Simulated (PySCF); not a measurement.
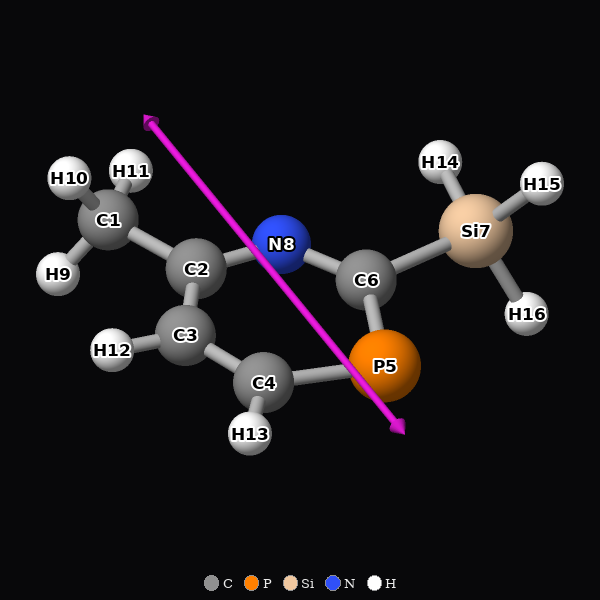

The double arrow shows the direction of the transition dipole to excited singlet state 4 (its length means nothing). The geometry was computed by an optimisation with GFN2-xTB. No frequency run is at hand to confirm it as a minimum. Level of theory: TDDFT PBE0/def2-SVPD, vertical, gas phase, core orbitals frozen in the response (PySCF 2.14.0).

Question. Give its energy, strength and character.

Answer. 4.88 eV (254 nm), oscillator strength 0.14, mainly HOMO−1 → LUMO (weight 0.92); transition dipole 2.74 D.

The geometry is semi-empirical. Around P, Si such bond lengths and angles can be off by a tenth of an ångström or more and by several degrees, and values that hang on the shape move with them.
